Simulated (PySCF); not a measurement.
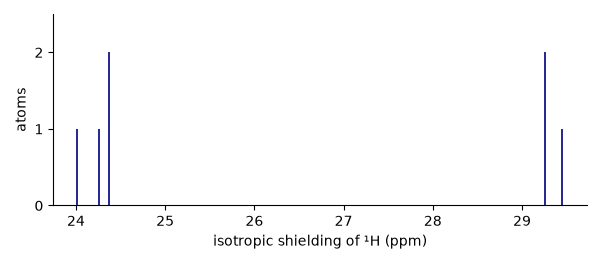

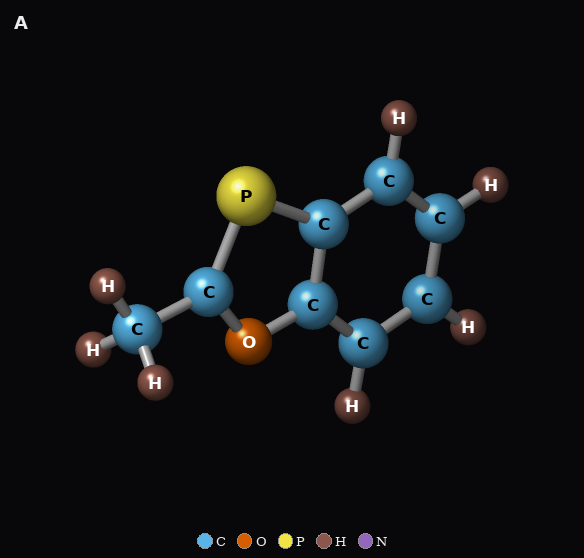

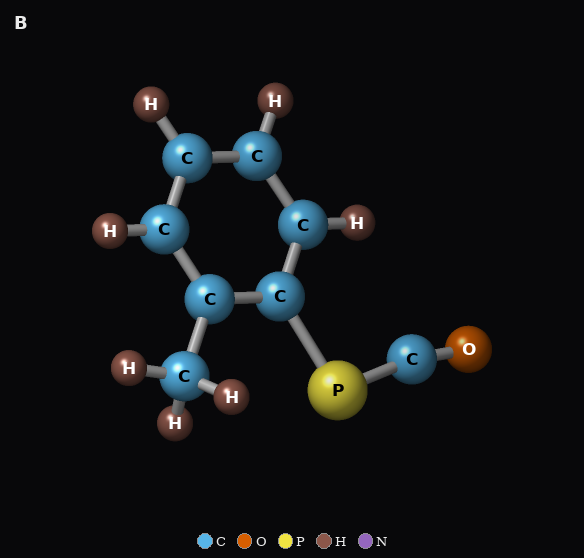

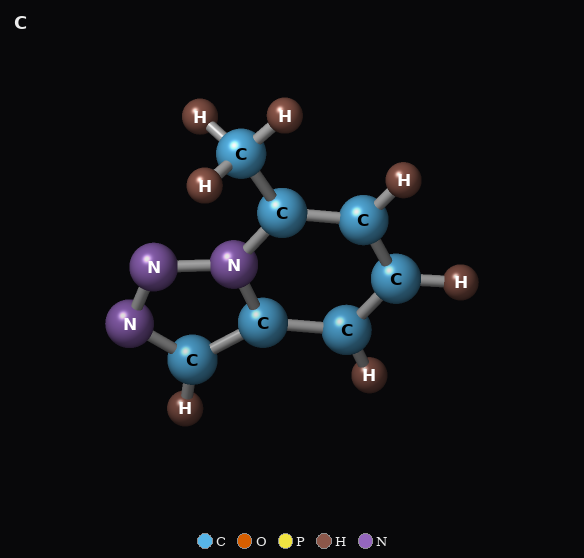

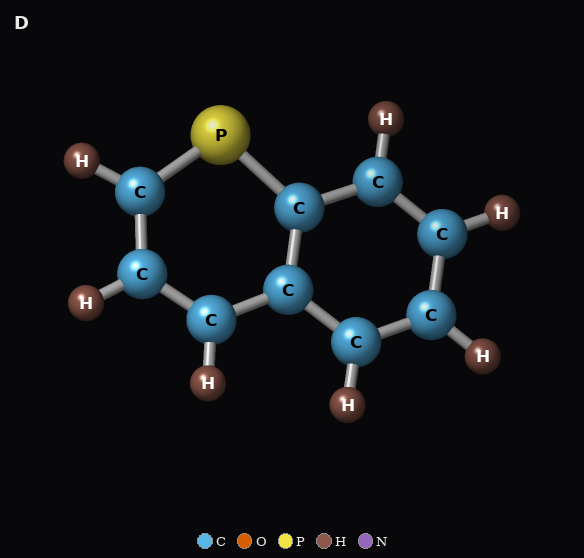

The sticks are computed shieldings of one of the molecules, for one fixed geometry (GFN2-xTB) without averaging over rotations. Low shielding means a high chemical shift. Method: GIAO PBE0/pcSseg-1 NMR shielding, non-relativistic, gas phase (PySCF 2.14.0).

> Which molecule gives this pattern?

B, `Cc1ccccc1P=C=O`. Its 7 H atoms give lines at 24.02, 24.26, 24.37 (2 atoms), 29.26 (2 atoms), 29.45 ppm.

The geometry is semi-empirical. Around P such bond lengths and angles can be off by a tenth of an ångström or more and by several degrees, and values that hang on the shape move with them.
